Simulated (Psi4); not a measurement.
# C2F6O (SMILES FC(F)(F)OC(F)(F)F) at MP2/def2-SVP

Aim: the vertical ionisation energy of C2F6O at MP2/def2-SVP, from 2 runs. 

The results are computed with Psi4 1.11.

## 1. The molecule

C2F6O has 9 atoms, charge 0, and is taken as a singlet. As SMILES, `FC(F)(F)OC(F)(F)F`. Geometry: relaxed at PBE0-D4/def2-TZVP.

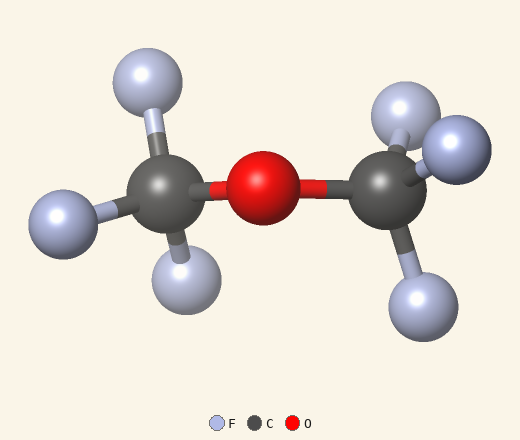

Viewed from a chosen angle; fluorine light blue, carbon dark grey, oxygen red.

## 2. The energy at MP2/def2-SVP

Contents of c2f6o.xyz:

```xyz
9
C2F6O
F      2.076690    -0.384510    -0.999750
C      0.777760    -0.429490    -0.791080
F      0.159870     0.303300    -1.706270
F      0.367380    -1.682330    -0.915040
O      0.570650     0.041580     0.479900
C     -0.682950     0.436400     0.870810
F     -0.666110     0.487120     2.186080
F     -0.980110     1.637760     0.399820
F     -1.623170    -0.409820     0.475530
```

Contents of run_ase.py:

```python
import numpy as np
from ase.calculators.psi4 import Psi4
from ase.io import read

mol = read('c2f6o.xyz')
calc = Psi4(atoms=mol, method='mp2', basis='def2-SVP', memory='2200MB', num_threads=1, charge=0, multiplicity=1, label='c2f6o', reference='rhf')
calc.psi4.set_options({'puream': True, 'e_convergence': 1e-09, 'd_convergence': 1e-08, 'scf_type': 'pk', 'num_frozen_docc': 9, 'mp2_type': 'conv'})
mol.calc = calc

print(f'energy: {mol.get_potential_energy():.6f} eV')
```

Command:

```bash
$ python run_ase.py
```

c2f6o.dat:

```text
[...]
  Running in c1 symmetry.
[...]
  Nuclear repulsion =  565.577163654716855
[...]
  Multiplicity = 1
[...]
  Nalpha       = 37
  Nbeta        = 37
[...]
    Number of basis functions: 126
[...]
   @RHF iter   1:  -746.39852766096817   -3.54271e-01   6.56417e-03 DIIS/ADIIS
[...]
   @RHF iter  11:  -746.66468978414457   -1.38698e-11   6.06647e-09 DIIS
[...]
    Orbital Energies [Eh]
    ---------------------
    Doubly Occupied:
       1A    -26.379850     2A    -26.379801     3A    -26.373141
       4A    -26.373120     5A    -26.372796     6A    -26.372737
       7A    -20.681302     8A    -11.614479     9A    -11.614474
      10A     -1.783083    11A     -1.765341    12A     -1.666060
      13A     -1.664815    14A     -1.660418    15A     -1.658224
      16A     -1.503807    17A     -1.064813    18A     -0.976488
      19A     -0.926777    20A     -0.903610    21A     -0.900151
      22A     -0.877028    23A     -0.869189    24A     -0.804160
      25A     -0.769821    26A     -0.761015    27A     -0.756454
      28A     -0.748911    29A     -0.716888    30A     -0.714554
      31A     -0.701953    32A     -0.701276    33A     -0.690392
      34A     -0.690135    35A     -0.688063    36A     -0.650446
[...]
  @RHF Final Energy:  -746.66468978414457
   => Energetics <=
    Nuclear Repulsion Energy =            565.5771636547168555
    One-Electron Energy =               -2163.6973392170948500
    Two-Electron Energy =                 851.4554857782333102
    Total Energy =                       -746.6646897841445707
[...]
 Multipole Moments:
 ------------------------------------------------------------------------------------
     Multipole            Electronic (a.u.)      Nuclear  (a.u.)        Total (a.u.)
 ------------------------------------------------------------------------------------
 L = 1.  Multiply by 2.5417464519 to convert [e a0] to [Debye]
 Dipole X            :         -0.5555043            0.5431886           -0.0123157
 Dipole Y            :         -0.0404828            0.0395780           -0.0009049
 Dipole Z            :         -0.4671630            0.4568062           -0.0103569
 Magnitude           :                                                    0.0161170
[...]
	SCS-MP2 Total Energy (a.u.)        :  -748.12648497442410
	SOS-MP2 Total Energy (a.u.)        :  -747.98374847513742
	SCSN-MP2 Total Energy (a.u.)       :  -747.41833850037835
[...]
	SOS-PI-MP2 Total Energy (a.u.)     :  -748.20359159030295
[...]
	MP2 Total Energy (a.u.)            :  -748.19211485783217
[...]
```

On the terminal:

```text
energy: -20359.344458 eV
```

Run time: 13 s. Hardware: 1 thread of Intel Xeon Platinum 8375C at 2.90GHz (Ice Lake), shared host; peak memory 1.3 GiB.

## 3. The doublet cation, same level

Contents of c2f6o.json:

```json
{
 "schema_name": "qcschema_input",
 "schema_version": 1,
 "molecule": {
  "schema_name": "qcschema_molecule",
  "schema_version": 2,
  "symbols": ["F", "C", "F", "F", "O", "C", "F", "F", "F"],
  "geometry": [3.92437535, -0.72661859, -1.88925369, 1.46975339, -0.81161847, -1.49492454, 0.30211052, 0.57315393, -3.22438299, 0.69424758, -3.17914295, -1.72917499, 1.07837221, 0.07857481, 0.90687957, -1.29058846, 0.82467648, 1.64559241, -1.25876547, 0.92052339, 4.13109249, -1.85213947, 3.09491786, 0.7555503, -3.06734675, -0.77444756, 0.89862146],
  "molecular_charge": 1,
  "molecular_multiplicity": 2,
  "fix_symmetry": "c1"
 },
 "driver": "energy",
 "model": {
  "method": "mp2",
  "basis": "def2-SVP"
 },
 "keywords": {
  "reference": "uhf",
  "puream": true,
  "e_convergence": 1e-09,
  "d_convergence": 1e-08,
  "scf_type": "pk",
  "num_frozen_docc": 9,
  "mp2_type": "conv",
  "maxiter": 100
 }
}
```

Command:

```bash
$ psi4 --qcschema c2f6o.json -n 1 --memory 2200MB
```

stdout:

```text
[...]
  Running in c1 symmetry.
[...]
  Nuclear repulsion =  565.577163981826175
[...]
  Multiplicity = 2
[...]
  Nalpha       = 37
  Nbeta        = 36
[...]
    Number of basis functions: 126
[...]
   @UHF iter   1:  -745.77603585181896    2.68221e-01   7.35032e-03 ADIIS/DIIS
[...]
   @UHF iter  16:  -746.15586365480158   -9.09495e-12   8.66282e-09 DIIS
[...]
   @S^2 Observed:                7.583435817E-01
[...]
    Orbital Energies [Eh]
    ---------------------
    Alpha Occupied:
       1A    -26.630291     2A    -26.630233     3A    -26.629798
       4A    -26.629748     5A    -26.613372     6A    -26.613352
       7A    -21.181088     8A    -11.889738     9A    -11.889737
      10A     -2.076782    11A     -2.014250    12A     -1.930513
      13A     -1.914089    14A     -1.909377    15A     -1.903936
      16A     -1.902473    17A     -1.416886    18A     -1.258561
      19A     -1.245774    20A     -1.189025    21A     -1.187468
      22A     -1.122198    23A     -1.110898    24A     -1.090262
      25A     -1.081515    26A     -1.014096    27A     -1.000385
      28A     -0.990320    29A     -0.986744    30A     -0.978086
      31A     -0.961924    32A     -0.949427    33A     -0.949253
      34A     -0.943567    35A     -0.936388    36A     -0.927695
[...]
  @UHF Final Energy:  -746.15586365480158
   => Energetics <=
    Nuclear Repulsion Energy =            565.5771639818261747
    One-Electron Energy =               -2143.7750596877326643
    Two-Electron Energy =                 832.0420320511047976
    Total Energy =                       -746.1558636548015784
  UHF NO Occupations:
  HONO-2 :   35  A 1.9990819
  HONO-1 :   36  A 1.9979796
[...]
 Multipole Moments:
 ------------------------------------------------------------------------------------
     Multipole            Electronic (a.u.)      Nuclear  (a.u.)        Total (a.u.)
 ------------------------------------------------------------------------------------
 L = 1.  Multiply by 2.5417464519 to convert [e a0] to [Debye]
 Dipole X            :         -0.0234455            0.5431886            0.5197431
 Dipole Y            :         -0.0017031            0.0395780            0.0378748
 Dipole Z            :         -0.0197113            0.4568062            0.4370949
 Magnitude           :                                                    0.6801612
[...]
	SCS-MP2 Total Energy (a.u.)        :  -747.59161742537640
	SOS-MP2 Total Energy (a.u.)        :  -747.45191570317832
	SCSN-MP2 Total Energy (a.u.)       :  -746.89348874800771
[...]
	SOS-PI-MP2 Total Energy (a.u.)     :  -747.66792437790775
[...]
	MP2 Total Energy (a.u.)            :  -747.65501219504324
[...]
```

The result, in JSON:

```text
{
 "driver": "energy",
 "model": {
  "method": "mp2",
  "basis": "def2-SVP"
 },
 "success": true,
 "return_result": -747.6550121950432,
 "properties": {
  "calcinfo_nbasis": 126,
  "calcinfo_nmo": 126,
  "calcinfo_nalpha": 37,
  "calcinfo_nbeta": 36,
  "calcinfo_natom": 9,
  "nuclear_repulsion_energy": 565.5771639818262,
  "return_energy": -747.6550121950432,
  "scf_one_electron_energy": -2143.7750596877327,
  "scf_two_electron_energy": 832.0420320511048,
  "scf_dipole_moment": [0.519743080320465, 0.037874814030342596, 0.43709489063629026],
  "scf_total_energy": -746.1558636548016,
  "scf_iterations": 16,
  "mp2_same_spin_correlation_energy": -0.41910516659434693,
  "mp2_opposite_spin_correlation_energy": -1.0800433736472894,
  "mp2_singles_energy": 0.0,
  "mp2_doubles_energy": -1.4991485402416362,
  "mp2_correlation_energy": -1.4991485402416629,
  "mp2_total_energy": -747.6550121950432
 }
}
```

Run time: 18 s. Hardware: 1 thread of Intel Xeon Platinum 8375C at 2.90GHz (Ice Lake), shared host; peak memory 1.3 GiB.

## 4. Outcome

Level: MP2/def2-SVP, 9 core orbitals frozen.

| quantity | value |
| --- | --- |
| singlet C2F6O: total energy | -748.19211 Eh |
| singlet C2F6O: HOMO energy (Hartree–Fock orbitals) | -16.81 eV |
| singlet C2F6O: LUMO energy (Hartree–Fock orbitals) | 9.09 eV |
| singlet C2F6O: HOMO–LUMO gap (Hartree–Fock orbitals) | 25.90 eV |
| singlet C2F6O: correlation energy (9 core orbitals frozen) | -1527.4 mEh |
| doublet cation: total energy | -747.65501 Eh |
| doublet cation: HOMO energy (Hartree–Fock orbitals) (highest over α and β) | -25.18 eV |
| doublet cation: LUMO energy (Hartree–Fock orbitals) (lowest over α and β) | -11.09 eV |
| doublet cation: correlation energy (9 core orbitals frozen) | -1499.1 mEh |
| doublet cation: ⟨S²⟩ of the reference determinant | 0.758 |
| vertical ionisation energy (to the doublet cation) | 14.615 eV |

**Reading.** Removing an electron at fixed nuclei costs 14.62 eV (1410 kJ/mol).
